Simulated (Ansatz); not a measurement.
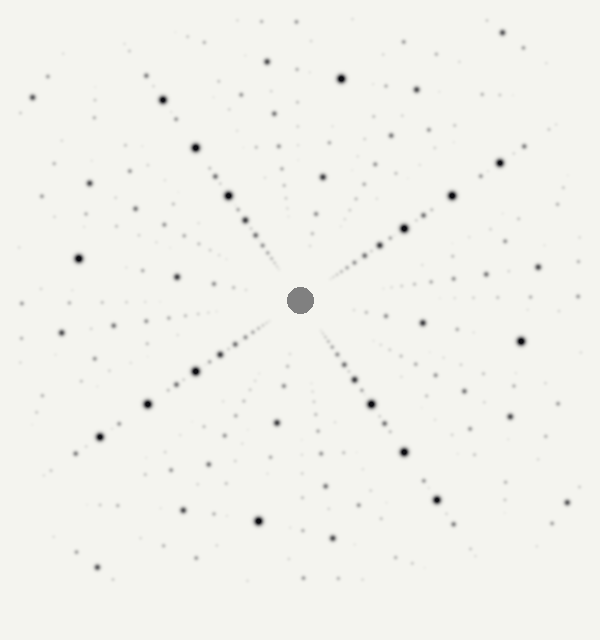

Simulated back-reflection Laue pattern (white X-rays, 0.45 to 2.2 Å, flat plate covering ±45° about the beam, kinematic intensities, seen from the source).

Q: What symmetry does the pattern show?

A: 4mm: a fourfold axis with mirror lines.

The crystal is Ge, space group Fd-3m (No. 227), a = 5.630 Å. Structure: the input geometry of an electronic-structure calculation (not necessarily at equilibrium).

Q: Which direction points towards the source?

A: [001] or one equivalent to it by a rotation of the Laue group. In Laue class m-3m no other family of directions with a member of indices 0 and ±1 has this symmetry.
